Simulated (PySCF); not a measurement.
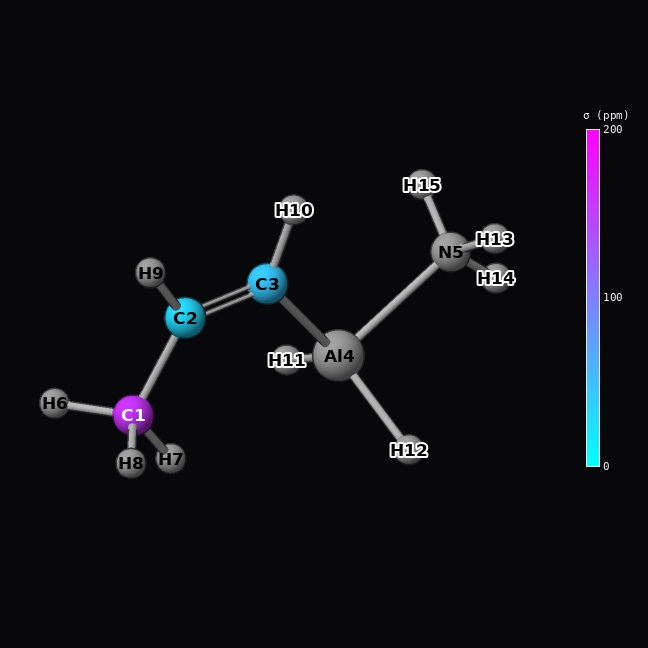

Atoms are coloured by their isotropic NMR shieldings (C only, the others grey). Computed geometry: PBE0-D3(BJ)/def2-SVP optimisation. No frequency run is at hand to confirm it as a minimum. Method: GIAO ωB97X-D/pcSseg-1 NMR shielding, non-relativistic, gas phase (PySCF 2.14.0).

List the isotropic NMR shieldings of the C atoms.

```csv
atom,σ (ppm)
C1,158.1
C2,29.1
C3,43.2
```
